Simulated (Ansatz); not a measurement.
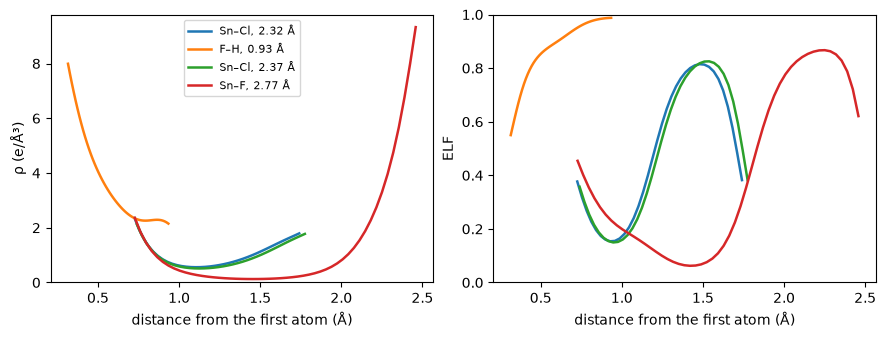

Cl3HSn···HF. Electron density and electron localisation function along straight lines between neighbouring atoms. The curves leave out the atomic cores.

Core potentials replace the inner electrons of Sn.

Computed with RKS PBE0-D4/def2-SVP (Ansatz).

```yaml
atoms:
  - { symbol: Sn, position_ang: [0.2403, 0.1559, 0.1023] }
  - { symbol: H, position_ang: [0.7125, 0.3396, 1.7155] }
  - { symbol: Cl, position_ang: [2.1425, -0.2336, -1.1944] }
  - { symbol: Cl, position_ang: [-0.8207, 1.9606, -0.8998] }
  - { symbol: Cl, position_ang: [-1.0744, -1.7700, -0.3061] }
  - { symbol: F, position_ang: [-2.0552, 0.1622, 1.6534] }
  - { symbol: H, position_ang: [-2.2856, -0.6148, 1.1890] }
```

Question: What can be read from the curves?

Answer: Sn–Cl (2.32 Å): the density is about 0.57 e/Å³ at the midpoint; the ELF peaks at about 0.80 in the valence shell of Cl, 0.8 Å from its nucleus, and drops to about 0.15 between the two atoms.
F–H (0.93 Å): ρ at the midpoint is about 4.5 e/Å³; the ELF climbs to about 1 towards the hydrogen, as it does in any bond to H: a covalent bond by its length.
Sn–Cl (2.37 Å): ρ at the midpoint is about 0.53 e/Å³; the ELF peaks at about 0.85 in the valence shell of Cl, 0.8 Å from its nucleus, and drops to about 0.15 between the two atoms.
Sn1···F6 (2.77 Å): the density falls to about 0.13 e/Å³ on the way; the ELF dips to about 0.05 between them.
